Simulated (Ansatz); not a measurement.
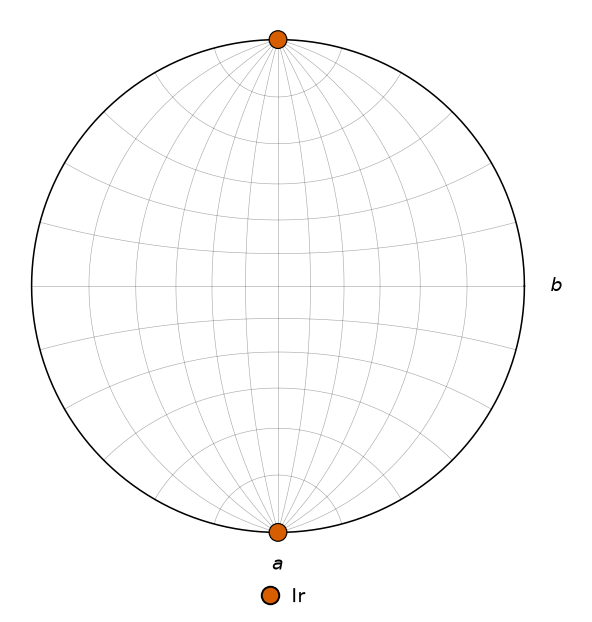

For IrPt₃C, coordinates from a relaxation with DFT PBE, scalar-relativistic, plane waves, PAW (Ansatz 0.2.0); the starting structure was generated, so it need not be a known form of this composition: directions from one platinum atom at (1/2, 0, 0) to its bonded neighbours, in stereographic projection down c (filled: above the plane of the page or in it, open: below). Geometry calculated from the standardised cell; symmetry tolerance 0.002 Å.

Neighbours are counted up to 2.55 Å for Ir; other elements are left out.

```yaml
crystal:
  lattice:
    - [4.81452, 0.00000, 0.00000]
    - [0.00000, 4.81452, 0.00000]
    - [0.00000, 0.00000, 4.81452]
  atoms:
    - { symbol: Ir, position: [0.00000, 0.00000, 0.00000] }
    - { symbol: Pt, position: [0.50000, 0.00000, 0.00000] }
    - { symbol: Pt, position: [0.00000, 0.50000, 0.00000] }
    - { symbol: Pt, position: [0.00000, 0.00000, 0.50000] }
    - { symbol: C, position: [0.50000, 0.50000, 0.50000] }
```

Question: How many neighbours are there, and at what angles?

Answer: 2: 2 Ir at 2.41 Å. Angles between bonds: 180° (1×).

Question: What is the site's symmetry in the crystal?

Answer: Point group 4/mmm (D4h), order 16: one fourfold axis, four twofold axes, five mirror planes, an inversion centre. In No. 221, Pm-3m this is Wyckoff position 3d.
